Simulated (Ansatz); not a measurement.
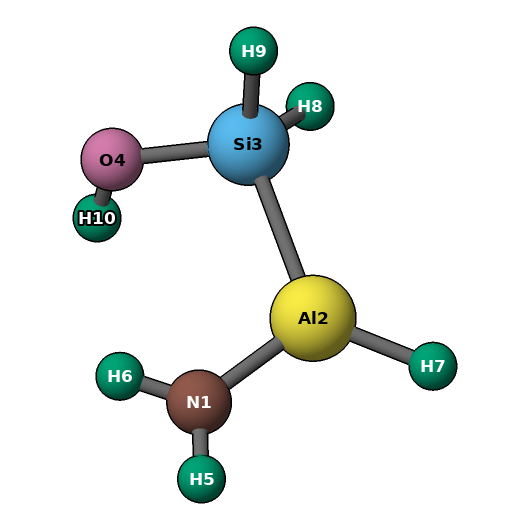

The questions are on Mulliken charges. The geometry was computed by an optimisation with PBE-D4/def2-SVP. No frequency run is at hand to confirm it as a minimum. Properties computed with RKS PBE-D4/def2-SVP (Ansatz 0.2.0).

List the Mulliken charges.

```json
{"atom": "N1", "value (e)": "−0.38"}
{"atom": "Al2", "value (e)": "0.39"}
{"atom": "Si3", "value (e)": "0.21"}
{"atom": "O4", "value (e)": "−0.38"}
{"atom": "H5", "value (e)": "0.13"}
{"atom": "H6", "value (e)": "0.13"}
{"atom": "H7", "value (e)": "−0.13"}
{"atom": "H8", "value (e)": "−0.08"}
{"atom": "H9", "value (e)": "−0.06"}
{"atom": "H10", "value (e)": "0.18"}
```

Mulliken values depend strongly on the basis set and can even reverse the polarity of a bond.
